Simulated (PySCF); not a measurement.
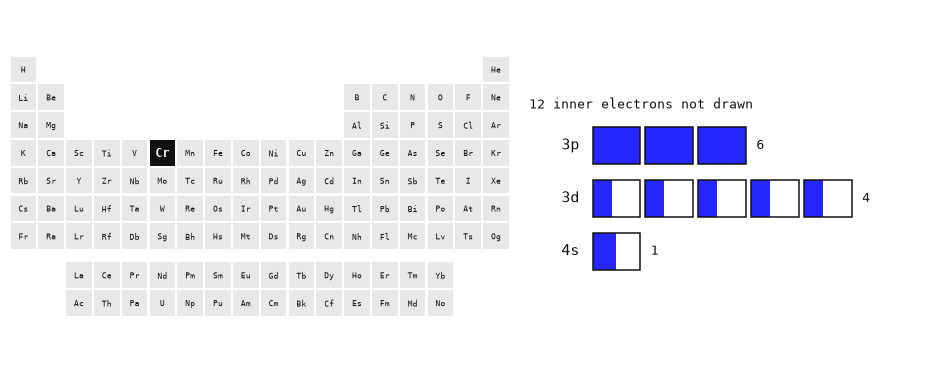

Fig. 1: Left, the place of chromium in the periodic table; right, the outer shells of the nominal configuration: a box for each of the 2l + 1 orbitals, shaded by the share of the shell that is filled, with the electron count at the right.

## Run report: Cr⁺, atomic calculation

System: Cr⁺, configuration 1s2 2s2 2p6 3s2 3p6 3d4 4s1, multiplicity 6.
Method: unrestricted CCSD(T), aug-cc-pVDZ-DK, spin-free X2C-1e, Gaussian nucleus (PySCF).

**Input file**
```python
from pyscf import gto, scf, dft, mp, cc
import basis_set_exchange as bse
mol = gto.M(atom="Cr 0 0 0", charge=1, spin=5, symmetry="D2h",
            basis=gto.basis.parse(bse.get_basis("aug-cc-pVDZ-DK", elements=["Cr"], fmt="nwchem")),
            nucmod="G")
mf = scf.UHF(mol).sfx2c1e()
mf.irrep_nelec = {'Ag': (5, 3), 'B1g': (1, 0), 'B2g': (1, 0), 'B3g': (1, 0), 'B1u': (2, 2), 'B2u': (2, 2), 'B3u': (2, 2)}
mf.kernel()
mycc = cc.CCSD(mf, frozen=9).run()
mycc.ccsd_t()
```

The script is an equivalent of what the driver set up; the driver started from orbitals of its own, so the log can be shorter than this script's would be, and it computed the properties (radii, ⟨L²⟩, response) afterwards. It held the occupations shell by shell, which the script's counts by irreducible representation don't always enforce.

**Output (extracts)**
```
CC2 = 0
CCSD nocc = (np.int64(5), np.int64(0)), nmo = (50, 50)
frozen orbitals [[0, 1, 2, 3, 4, 5, 6, 7, 8], [0, 1, 2, 3, 4, 5, 6, 7, 8]]
max_cycle = 100
direct = 0
conv_tol = 1e-08
conv_tol_normt = 1e-06
diis_space = 8
diis_start_cycle = 0
Init t2, MP2 energy = -0.0435741015474742
Init E_corr(UCCSD) = -0.0435741015519397
cycle = 1  E_corr(UCCSD) = -0.0487934720794478  dE = -0.00521937053  norm(t1,t2) = 0.0222811
cycle = 2  E_corr(UCCSD) = -0.0497296979410962  dE = -0.000936225862  norm(t1,t2) = 0.0077235
cycle = 3  E_corr(UCCSD) = -0.050117868557532  dE = -0.000388170616  norm(t1,t2) = 0.00341588
cycle = 4  E_corr(UCCSD) = -0.0500906590675154  dE = 2.720949e-05  norm(t1,t2) = 0.000839628
cycle = 5  E_corr(UCCSD) = -0.0501042456814408  dE = -1.35866139e-05  norm(t1,t2) = 0.000343042
cycle = 6  E_corr(UCCSD) = -0.0501054431793574  dE = -1.19749792e-06  norm(t1,t2) = 9.31243e-05
cycle = 7  E_corr(UCCSD) = -0.0501044507875033  dE = 9.92391854e-07  norm(t1,t2) = 4.28538e-05
cycle = 8  E_corr(UCCSD) = -0.0501047000975276  dE = -2.49310024e-07  norm(t1,t2) = 1.26663e-05
cycle = 9  E_corr(UCCSD) = -0.050104684797078  dE = 1.53004496e-08  norm(t1,t2) = 2.65908e-06
cycle = 10  E_corr(UCCSD) = -0.0501046769535394  dE = 7.84353857e-09  norm(t1,t2) = 9.81508e-07
UCCSD converged
E(UCCSD) = -1049.453816394107  E_corr = -0.05010467695353945
UCCSD(T) correction = -0.000461231298285813
```

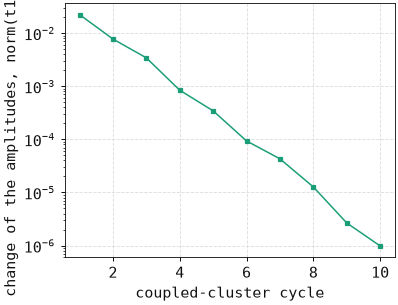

Fig. 2: Convergence: change of the amplitudes, norm(t1,t2) against the coupled-cluster cycle. The residual falls at every step. It goes from 0.022 to 9.8×10⁻⁷ in 10 steps.

**Summary**

| quantity | value |
| --- | --- |
| outcome | converged |
| total energy | −1049.4543 hartree |
| CCSD correlation | −0.050105 hartree |
| (T) correction | −0.000461 hartree |
| CCSD energy | −1049.4538 hartree |
| T1 diagnostic | 0.008 |
| hardware | 1 CPU thread, shared host |
| CPU time | 1.9 s (integrals apart) |

**Remarks**

This is not the ground configuration of the species.
